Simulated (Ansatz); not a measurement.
Reaction (SMILES): [CH]=O (CH-O) → C atom + H atom + O atom
B3LYP-D3(BJ)/def2-TZVP geometries, fixed; electronic energies without zero-point terms.

Basis-set convergence of the atomisation energy at CCSD(T) with Ansatz (a quantum-chemistry and plane-wave program). Cartesian d functions, on some or all atoms, in 6-31+G*; all else is spherical. Cores are frozen. Open shells are unrestricted. No added dispersion term, no relativity. Functions are those of the species that has most. Reference: Hartree-Fock in aug-cc-pVQZ plus the correlation part extrapolated as X^-3 from aug-cc-pVTZ and aug-cc-pVQZ, 278.14 kcal/mol, itself unsure by roughly 1.16 kcal/mol (a third of the extrapolation step and of the last Hartree-Fock step). Deviations are taken from unrounded values.

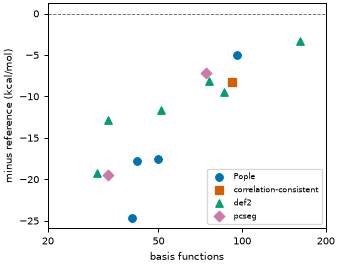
Deviation from the reference against the number of basis functions, by family of sets.

```tsv
basis	functions	atomisation energy (kcal/mol)	minus reference (kcal/mol)
def2-SV(P)	30	258.92	-19.22
def2-SVP	33	265.32	-12.82
pcseg-1	33	258.70	-19.44
6-31+G*	40	253.48	-24.66
6-311G**	42	260.37	-17.77
6-311+G**	50	260.60	-17.54
def2-SVPD	51	266.46	-11.68
pcseg-2	74	271.02	-7.12
def2-TZVPP	76	270.00	-8.14
def2-TZVPD	86	268.72	-9.42
jun-cc-pV(T+d)Z	92	269.93	-8.21
6-311++G(3df,3pd)	96	273.15	-4.99
def2-QZVPPD	162	274.79	-3.35
```
